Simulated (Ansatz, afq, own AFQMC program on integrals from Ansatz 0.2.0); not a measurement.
# Ge₂H₃ (doublet): quantum Monte Carlo beside coupled cluster at distance Ge1–Ge2 = 3.095 Å, cc-pVDZ, part 1 of 2

Aim: compute Ge₂H₃ (doublet) with auxiliary-field quantum Monte Carlo on the same integrals as coupled cluster, and set the energies side by side.

Program: Ansatz 0.2.0, Gaussian basis, and an in-house AFQMC program (afq) on its integrals; all values are calculated. Level of theory: cc-pVDZ, frozen cores. These are calculated values, not measurements.

The runs, in order: PBE (unrestricted); r2SCAN (unrestricted); PBE0 (unrestricted); B3LYP (unrestricted); wB97M-V (unrestricted); B2PLYP (unrestricted); CCSD(T) on ROHF; Phaseless AFQMC, CISD trial on ROHF; CCSD(T) on UHF; Phaseless AFQMC, CISD trial on UHF.

3 further runs of the same task are left out: 3 that didn't finish.

## 1. What is computed

The geometry derives from a PBE0/def2-TZVP stationary point (not a proven minimum). One bond is set to the value named and the two fragments are kept rigid. No spin-orbit coupling is included. The filled d shell of Ge may be among the frozen orbitals whatever the setting's name suggests; the logs give the count.

5 atoms, charge 0, spin multiplicity 2.

Atoms are counted from 1 here; the program's logs count them from 0.

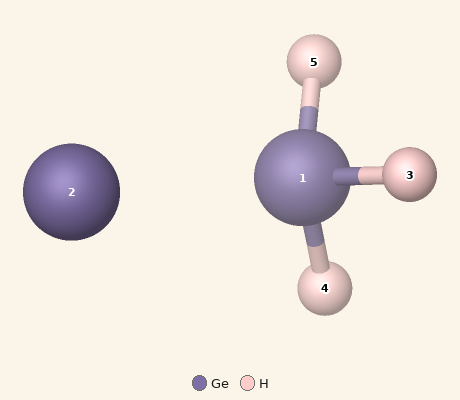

The geometry (germanium purple, hydrogen pink); atoms are numbered from 1 in the order of the file.

Geometry (Å):

```
Ge   -0.00206    0.00000    1.50430
Ge   -0.00131    0.00000   -1.59070
H     1.50016   -0.00001    1.88496
H    -0.62872    1.24348    2.17094
H    -0.62874   -1.24347    2.17095
```

## 2. PBE (unrestricted)

in.yaml

```yaml
crystal:
  periodic: [false, false, false]
  atoms:
    - {symbol: Ge, position_ang: [-0.002062, 0.000001, 1.504299]}
    - {symbol: Ge, position_ang: [-0.001306, -0.000001, -1.590701]}
    - {symbol: H, position_ang: [1.500160, -0.000013, 1.884957]}
    - {symbol: H, position_ang: [-0.628720, 1.243483, 2.170944]}
    - {symbol: H, position_ang: [-0.628743, -1.243469, 2.170945]}
basis:
  gaussian: {orbitals: cc-pVDZ}
magnetization: {spin_polarized: true, initial_magnetization: 1}
hamiltonian: {xc: {name: PBE}}
output: {orbitals: {seedname: orbitals}}
```

The run is started by

```console
ansatz run in.yaml --threads 1 --pin off --events-out ev --progress --plain --max-ram 1382MiB
```

Output:

```text
Functional definition: PBE
  name "PBE"
  cite "Perdew, Burke & Ernzerhof, Phys. Rev. Lett. 77, 3865 (1996) doi:10.1103/PhysRevLett.77.3865"
  parent pbe
  parameter kappa = 0.804
  parameter beta = 0.06672455060314922
  exchange = pbe_x(kappa = kappa, mu = beta*pi^2/3)
  correlation = pbe_c(beta = beta)
924 factors; their error is unknown
mean field evaluation 1: about -113062.1553 eV, gradient 1.2e1 eV
mean field evaluation 2: about -113021.6633 eV, gradient 5.6e1 eV
mean field evaluation 4: about -113063.9020 eV, gradient 2.2e0 eV
mean field evaluation 8: about -113063.9477 eV, gradient 9.5e-2 eV
mean field evaluation 16: about -113063.9398 eV, gradient 8.5e-5 eV
mean field evaluation 32: about -113062.8199 eV, gradient 2.1e0 eV
mean field evaluation 64: about -113063.9258 eV, gradient 2.2e-1 eV
mean field evaluation 96: about -113062.4278 eV, gradient 6.8e-1 eV
mean field -113063.93975273 eV, -4155.0231484218 hartree, gradient 8.9e-6 eV, S^2 0.756942; 9 other end points of the search recorded, 0 dependent functions left out
reference -113063.93978889 eV, -4155.0231497506 hartree; 34, 33 occupied and 35, 36 virtual orbitals, 924 factors
Total energy: -113063.93978889 eV, -4155.0231497506 hartree
```

It took 20 s on 1 thread of Arm Neoverse V2, shared host.

From the report: ⟨S²⟩ of the determinant 0.757 (pure doublet: 0.75).

## 3. r2SCAN (unrestricted)

Changes to in.yaml since step 2:

```diff
@@ -11,3 +11,2 @@
 magnetization: {spin_polarized: true, initial_magnetization: 1}
-hamiltonian: {xc: {name: PBE}}
-output: {orbitals: {seedname: orbitals}}
+hamiltonian: {xc: {name: r2SCAN}}
```

Same command.

Output, cut to the lines that bear on the results:

```text
Functional definition: r2SCAN
  name "r2SCAN"
  cite "Furness, Kaplan, Ning, Perdew & Sun, J. Phys. Chem. Lett. 11, 8208 (2020) doi:10.1021/acs.jpclett.0c02405"
  cite "Furness, Kaplan, Ning, Perdew & Sun, J. Phys. Chem. Lett. 11, 9248 (2020) doi:10.1021/acs.jpclett.0c03077"
  parent r2scan
[...]
924 factors; their error is unknown
[...]
mean field -113080.44098033 eV, -4155.6295573512 hartree, gradient 8.6e-6 eV, S^2 0.761443; 11 other end points of the search recorded, 0 dependent functions left out
reference -113080.44099195 eV, -4155.6295577781 hartree; 34, 33 occupied and 35, 36 virtual orbitals, 924 factors
Total energy: -113080.44099195 eV, -4155.6295577781 hartree
```

Run time: 63 s. Hardware: 1 thread of Arm Neoverse V2, shared host.

From the report: ⟨S²⟩ of the determinant 0.761 (pure doublet: 0.75).

## 4. PBE0 (unrestricted)

Changes to in.yaml since step 3:

```diff
@@ -11,2 +11,3 @@
 magnetization: {spin_polarized: true, initial_magnetization: 1}
-hamiltonian: {xc: {name: r2SCAN}}
+hamiltonian: {xc: {name: PBE0}}
+output: {orbitals: {seedname: orbitals}}
```

Launched as before.

Output, cut to the lines that bear on the results:

```text
Functional definition: PBE0
  name "PBE0"
  cite "Adamo & Barone, J. Chem. Phys. 110, 6158 (1999) doi:10.1063/1.478522"
  cite "Perdew, Burke & Ernzerhof, Phys. Rev. Lett. 77, 3865 (1996) doi:10.1103/PhysRevLett.77.3865"
  parent pbe
[...]
784 factors; integrals over basis functions are off by at most 1.0e-3 eV
[...]
mean field -113066.89165269 eV, -4155.1316287447 hartree, gradient 5.7e-6 eV, S^2 0.760756; 3 other end points of the search recorded, 0 dependent functions left out
reference -113066.89167987 eV, -4155.1316297436 hartree; 34, 33 occupied and 35, 36 virtual orbitals, 784 factors
Total energy: -113066.89167987 eV, -4155.1316297436 hartree
```

It took 11 s on 1 thread of Arm Neoverse V2, shared host.

From the report: ⟨S²⟩ of the determinant 0.761 (pure doublet: 0.75).

## 5. B3LYP (unrestricted)

Changes to in.yaml since step 4:

```diff
@@ -11,3 +11,2 @@
 magnetization: {spin_polarized: true, initial_magnetization: 1}
-hamiltonian: {xc: {name: PBE0}}
-output: {orbitals: {seedname: orbitals}}
+hamiltonian: {xc: {name: B3LYP}}
```

The command is unchanged.

Output, cut to the lines that bear on the results:

```text
Functional definition: B3LYP
  name "B3LYP"
  cite "Stephens, Devlin, Chabalowski & Frisch, J. Phys. Chem. 98, 11623 (1994) doi:10.1021/j100096a001"
  cite "Becke, Phys. Rev. A 38, 3098 (1988) doi:10.1103/PhysRevA.38.3098"
  cite "Lee, Yang & Parr, Phys. Rev. B 37, 785 (1988) doi:10.1103/PhysRevB.37.785"
  cite "Vosko, Wilk & Nusair, Can. J. Phys. 58, 1200 (1980) doi:10.1139/p80-159"
[...]
784 factors; integrals over basis functions are off by at most 1.0e-3 eV
[...]
mean field -113083.97582027 eV, -4155.7594603229 hartree, gradient 9.8e-6 eV, S^2 0.755881; 6 other end points of the search recorded, 0 dependent functions left out
reference -113083.97606398 eV, -4155.7594692793 hartree; 34, 33 occupied and 35, 36 virtual orbitals, 784 factors
Total energy: -113083.97606398 eV, -4155.7594692793 hartree
```

It took 18 s on 1 thread of Arm Neoverse V2, shared host.

From the report: ⟨S²⟩ of the determinant 0.756 (pure doublet: 0.75).

## 6. wB97M-V (unrestricted)

Changes to in.yaml since step 5:

```diff
@@ -11,2 +11,3 @@
 magnetization: {spin_polarized: true, initial_magnetization: 1}
-hamiltonian: {xc: {name: B3LYP}}
+hamiltonian: {xc: {name: wB97M-V}}
+output: {orbitals: {seedname: orbitals}}
```

Same command.

Output, cut to the lines that bear on the results:

```text
Functional definition: wB97M-V
  name "wB97M-V"
  cite "Mardirossian & Head-Gordon, J. Chem. Phys. 144, 214110 (2016) doi:10.1063/1.4952647"
  cite "Becke, J. Chem. Phys. 107, 8554 (1997) doi:10.1063/1.475007"
  cite "Vydrov & Van Voorhis, J. Chem. Phys. 133, 244103 (2010) doi:10.1063/1.3521275"
  # Of w^i u^j: cxij and so on, Table III.
[...]
  gx(w, u) = 1 - cx + cx01*u + cx10*w
  gss(w, u) = css00 + css04*u^4 + css10*w + css20*w^2 + css43*w^4*u^3
  gos(w, u) = cos00 + cos10*w + (cos20 + cos21*u)*w^2 + (cos60 + cos61*u)*w^6
[...]
      + integral(e_c_pw_mod_opposite_spin*gos(b97_w_opposite, b97_u_opposite)) + vv10(b, c)
784 factors; integrals over basis functions are off by at most 1.0e-3 eV
222 factors; integrals over basis functions are off by at most 3.2e-6 eV
[...]
mean field -113074.56319979 eV, -4155.4135529004 hartree, gradient 6.7e-6 eV, S^2 0.760994; 5 other end points of the search recorded, 0 dependent functions left out
reference -113074.56323847 eV, -4155.4135543219 hartree; 34, 33 occupied and 35, 36 virtual orbitals, 784 factors
Total energy: -113074.56323847 eV, -4155.4135543219 hartree
```

It took 64 s on 1 thread of Arm Neoverse V2, shared host; peak memory 0.38 GiB.

From the report: ⟨S²⟩ of the determinant 0.761 (pure doublet: 0.75).

## 7. B2PLYP (unrestricted)

Changes to in.yaml since step 6:

```diff
@@ -11,3 +11,3 @@
 magnetization: {spin_polarized: true, initial_magnetization: 1}
-hamiltonian: {xc: {name: wB97M-V}}
-output: {orbitals: {seedname: orbitals}}
+hamiltonian: {xc: {name: B2PLYP}}
+correlation: {electrons: outside_noble_gas}
```

The command is unchanged.

Output, cut to the lines that bear on the results:

```text
Functional definition: B2PLYP
  name "B2PLYP"
  cite "Grimme, J. Chem. Phys. 124, 034108 (2006) doi:10.1063/1.2148954"
  cite "Becke, Phys. Rev. A 38, 3098 (1988) doi:10.1103/PhysRevA.38.3098"
  cite "Lee, Yang & Parr, Phys. Rev. B 37, 785 (1988) doi:10.1103/PhysRevB.37.785"
[...]
784 factors; integrals over basis functions are off by at most 1.0e-3 eV
[...]
mean field -113056.87254220 eV, -4154.7634332253 hartree, gradient 3.0e-9 eV, S^2 0.766456; 6 other end points of the search recorded, 0 dependent functions left out
28 core orbitals not correlated: weight in the atoms' cores, before any rotation towards them, 0.999 or more for the frozen orbitals, at most 0.001 for the correlated occupied ones
reference -113056.87269757 eV, -4154.7634389350 hartree; 6, 5 occupied and 35, 36 virtual orbitals, 784 factors
second order -5.41054642 eV of doubles, -0.00000000 eV of singles
Total energy: -113058.33354510 eV, -4154.8171240916 hartree
```

Run time: 19 s. Hardware: 1 thread of Arm Neoverse V2, shared host.

From the report: ⟨S²⟩ of the determinant 0.766 (pure doublet: 0.75).

## 8. CCSD(T) on ROHF

Changes to in.yaml since step 7:

```diff
@@ -10,4 +10,3 @@
   gaussian: {orbitals: cc-pVDZ}
-magnetization: {spin_polarized: true, initial_magnetization: 1}
-hamiltonian: {xc: {name: B2PLYP}}
-correlation: {electrons: outside_noble_gas}
+magnetization: {spin_polarized: false, initial_magnetization: 1}
+correlation: {method: ccsd_t, electrons: outside_noble_gas, hamiltonian_folder: ham}
```

The command is unchanged.

Output, cut to the lines that bear on the results:

```text
Functional definition: HF
  name "HF"
  cite "Fock, Z. Phys. 61, 126 (1930) doi:10.1007/BF01340294"
  parent pbe
[...]
784 factors; integrals over basis functions are off by at most 1.0e-3 eV
[...]
mean field -112990.98554060 eV, -4152.3421305763 hartree, gradient 4.3e-6 eV, S^2 0.750000; 10 other end points of the search recorded, 0 dependent functions left out
[...]
determinant -112990.98554060 eV, -4152.3421305763 hartree, with singles and doubles -112996.48585642 eV, -4152.5442634545 hartree
determinant -112990.97174257 eV, -4152.3416235082 hartree, with singles and doubles -112996.47137574 eV, -4152.5437312991 hartree
determinant -112988.92906750 eV, -4152.2665565839 hartree, with singles and doubles -112994.31377789 eV, -4152.4644410406 hartree
determinant -112988.88827248 eV, -4152.2650573943 hartree, with singles and doubles -112994.23255852 eV, -4152.4614562838 hartree
determinant -112988.29340610 eV, -4152.2431964584 hartree, with singles and doubles -112993.82382393 eV, -4152.4464355647 hartree
determinant -112990.98554060 eV, -4152.3421305763 hartree, with singles and doubles -112996.48629681 eV, -4152.5442796385 hartree
determinant -112990.97174257 eV, -4152.3416235082 hartree, with singles and doubles -112996.47181319 eV, -4152.5437473752 hartree
[...]
28 core orbitals not correlated: weight in the atoms' cores, before any rotation towards them, 0.999 or more for the frozen orbitals, at most 0.000 for the correlated occupied ones
reference -112990.98554060 eV, -4152.3421305763 hartree; 6, 5 occupied and 35, 36 virtual orbitals, 784 factors
second order -4.26374247 eV of doubles, -0.05614423 eV of singles
cycle   1  -5.50075410 eV  change    2.1e-6 eV  update   3.6e-6
perturbative correction -0.15959591 eV, -0.0058650415 hartree
Total energy: -112996.64589061 eV, -4152.5501446023 hartree
```

It took 27 s on 1 thread of Arm Neoverse V2, shared host.

From the report: correlation -5.6604 eV; T1 0.020; largest double amplitude 0.15.

This run also writes the integrals to the folder ham.

(Continued in part 2 of 2.)
